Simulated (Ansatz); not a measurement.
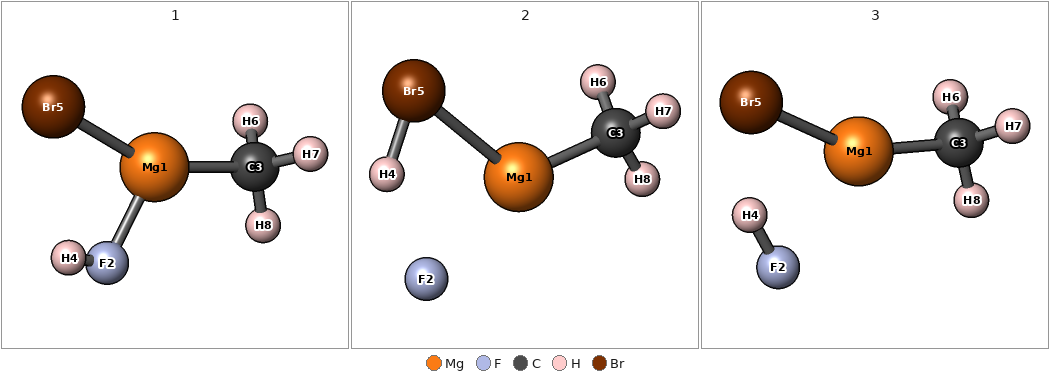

The reacting system CH₄BrFMg (fragments CH₄BrFMg where the first distance is long, CH₃BrMg + FH where the second is long). 
- Coordinates scanned: (1) distance F2–H4 (bond that forms); (2) distance Mg1–F2 (bond that breaks).
- Relaxed at each point: all other coordinates.
- Grid: 8 × 8 points.
- Points are written as (first, second).
- All energies are given in kcal/mol relative to the lowest grid point.
- The reference is spin-restricted, so regions where a bond is pulled apart into radicals lie too high.
- The calculation used RKS B3LYP-D4/def2-SVP (Ansatz 0.2.0).

The numbered pictures are structures from this grid.

Q: Which is the most stable, and how do the others follow?

A: 3, at (1.132 Å, 2.433 Å): 10 kcal/mol; 1, at (0.819 Å, 1.809 Å): 22 kcal/mol; 2, at (2.056 Å, 2.433 Å): 45 kcal/mol.

The map, with the structures marked:

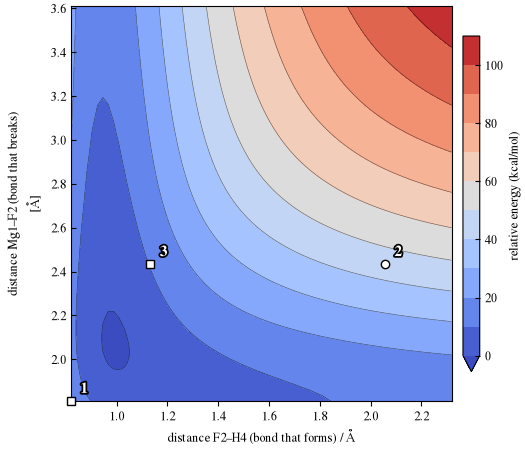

Drawn: filled contours. Between grid points the surface is interpolated.
